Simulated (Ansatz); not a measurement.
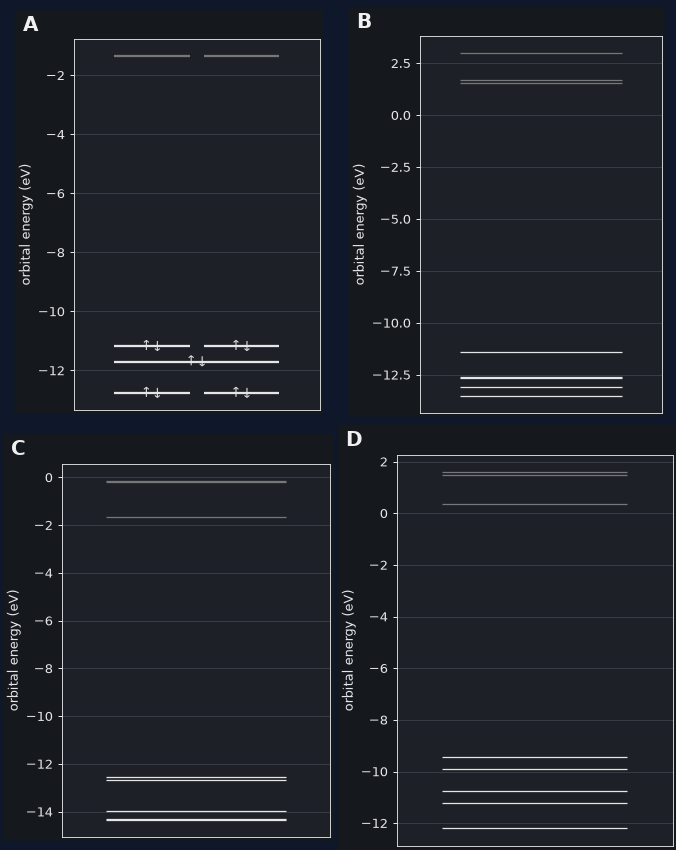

Kohn-Sham orbital energies near the frontier, LC-wPBE/def2-TZVPP, the Ansatz code 0.2.0, at a PBE0-D4/def2-TZVP geometry (a minimum by its frequencies), isolated molecule; empty levels in grey, levels within 0.03 eV side by side.

Question: Pair each panel with its molecule.
1. CH₃F₃MoO₂, SMILES C[O][Mo](=[O])([F])([F])[F], singlet
2. C₄H₉F₂Ga, SMILES CC(C)[CH2][Ga]([F])[F], singlet
3. CH₃Cl₃NV, SMILES C[N]=[V]([Cl])([Cl])[Cl], singlet
4. C₃H₄O₃Sn, SMILES [OH][Sn-]1[O]C=CC=[O+]1, singlet

Answer: A: 3 (HOMO −11.19 eV, LUMO −1.34 eV)
B: 2 (HOMO −11.40 eV, LUMO 1.55 eV)
C: 1 (HOMO −12.54 eV, LUMO −1.65 eV)
D: 4 (HOMO −9.43 eV, LUMO 0.36 eV)

Limits of at least one run: core potentials past krypton; empty levels above zero depend strongly on the basis; no scalar relativity up to krypton; one conformer of a flexible molecule; spin-orbit coupling is left out, and with Sn it can shift these levels and split any degenerate set.
